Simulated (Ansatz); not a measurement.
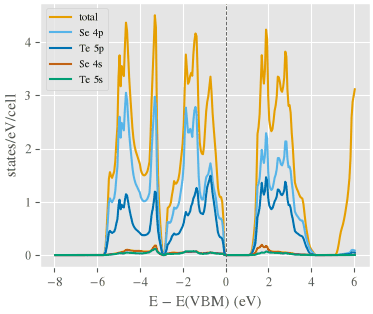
Fig. 1. Total and projected density of states of TeSe2 in space group C2 (No. 5; Te on 2b, Se on 4c), plane-wave PAW r²SCAN (Ansatz code)

### Question
Which orbitals carry the states next to the gap?

### Answer
Top 1 eV of the valence band: Se 4p 55 %, Te 5p 41 %. Bottom 1 eV of the conduction band: Se 4p 54 %, Te 5p 35 %, outside the projected shells 5 %. Projections are on Löwdin-orthogonalised atomic valence shells; empty p or d shells of many metals are not among them.

### Question
Where is the tallest occupied peak in this window, and what makes it?

### Answer
Near -3.3 eV, about 4.5 states/eV per cell; the largest projected share is Se 4p.

The first step of the workflow began from a Materials Project structure, measured or hypothetical; the Crystallography Open Database copy checked does not list it. Its standing as an ambient phase is unchecked. The r²SCAN relaxation kept the symmetry of its start; whether a distortion lowers the energy is not shown. A crystal of weakly bound chains computed without a dispersion correction: the cell and the soft elastic constants depend strongly on that. Scalar-relativistic: spin–orbit coupling is off unless named, which matters more the heavier the elements.

Potentials: the earlier of the program's two PAW sets.
